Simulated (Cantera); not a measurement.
Feed: 1 mol FeS2, 0.12 mol SO2, 0.31 mol CO2, at 1 atm.

Method: chemical equilibrium by Gibbs-energy minimisation in Cantera with the NASA 1993 tables (ideal gas, pure condensed phases). Candidate condensed phases: C, Fe, Fe(CO)5, FeO, FeS, FeSO4, FeS2, Fe2O3, Fe2(SO4)3, Fe3O4, S; 25 gas species. FeS: taken at fixed stoichiometry. Gases not in the tables: S3 to S7. The numbers say what is thermodynamically allowed, not how fast it happens.

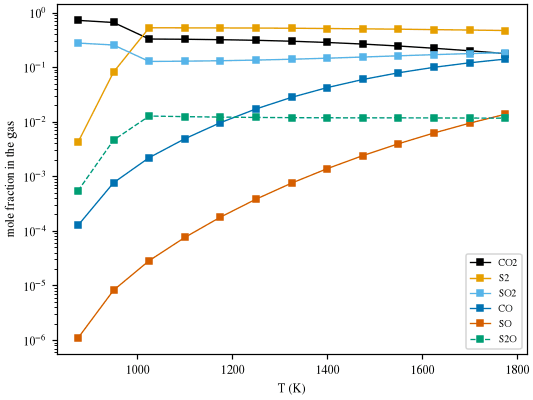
Equilibrium gas composition (values under 1e-9 drawn at 1e-9)

At 875 K the condensed part is FeS2(s) + Fe3O4(s). At 950 K the condensed part is FeS(s) + FeS2(s). From 1025 K to 1400 K the condensed part is FeS(s). From 1475 K to 1775 K the condensed part is FeS(l).
